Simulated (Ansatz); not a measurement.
Process, species as SMILES: C=C (C2H4) + 2 [H][H] (H2) → 2 C (CH4)
B3LYP-D3(BJ)/def2-TZVP geometries, fixed; electronic energies without zero-point terms.
Largest species:
```
C
C 1 1.3246
H 1 1.0833 2 121.73
H 2 1.0833 1 121.73 3 180.00
H 1 1.0833 3 116.54 2 -180.00
H 2 1.0833 4 116.54 1 180.00
```

Basis-set convergence of the energy of full hydrogenation at PBE with Ansatz (a program for electronic structure). Cartesian d functions, on some or all atoms, in 6-31G*, 6-31+G*, 6-31G**; all else is spherical. The program fits the integrals of some runs and decomposes those of others, by size. No added dispersion term, no relativity. Functions are those of the species that has most. Reference: the value in aug-pcseg-3, -59.19 kcal/mol, itself unsure by roughly 0.05 kcal/mol (its mean distance from aug-cc-pVQZ, cc-pV5Z, def2-QZVPPD). Deviations are taken from unrounded values.

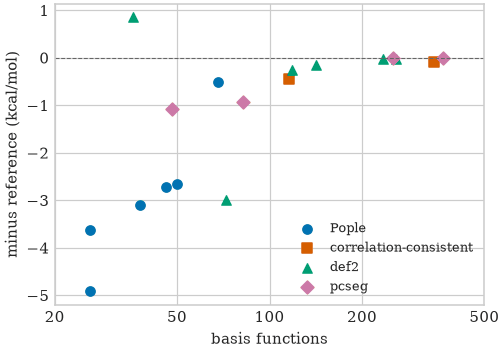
Fig. 1. Deviation from the reference against the number of basis functions, by family of sets.

```csv
basis,functions,energy of full hydrogenation (kcal/mol),minus reference (kcal/mol)
3-21G,26,-64.11,-4.92
6-31G,26,-62.82,-3.63
def2-SV(P),36,-58.34,0.85
6-31G*,38,-62.29,-3.10
6-31+G*,46,-61.92,-2.73
pcseg-1,48,-60.27,-1.08
6-31G**,50,-61.85,-2.66
6-311+G**,68,-59.70,-0.51
def2-SVPD,72,-62.18,-2.99
aug-pcseg-1,82,-60.13,-0.94
cc-pVTZ,116,-59.64,-0.45
def2-TZVPP,118,-59.44,-0.26
def2-TZVPPD,142,-59.35,-0.16
def2-QZVPP,234,-59.23,-0.04
pcseg-3,252,-59.19,0.00
def2-QZVPPD,258,-59.22,-0.03
aug-cc-pVQZ,344,-59.27,-0.08
aug-pcseg-3,366,-59.19,0.00
```
